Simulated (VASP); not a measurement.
Band structure of MgS (space group P6_3mc). All values below come from modified Becke-Johnson potential (mBJ), VASP's PBE PAW potentials (set 64) (plane waves; VASP).

mBJ is a potential without an energy functional, so only the levels count.

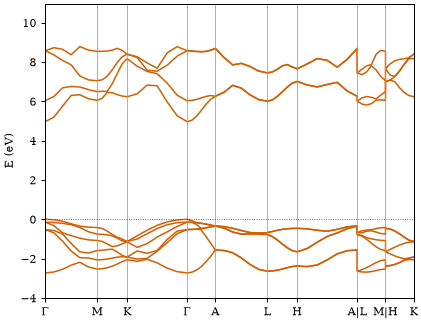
Figure. Bands along high-symmetry lines, zero at the valence-band maximum or, without a gap, the Fermi level

### Question
Read the plot: is there a gap, and where are the band edges?

### Answer
The gap is direct, 4.97 eV, from the valence maximum at Γ to the conduction minimum at Γ.

The structure comes from a computed database's MgS entry (P6_3mc); how it stands against other phases isn't given here. It was relaxed first. The cell's shape comes from a PBE relaxation.
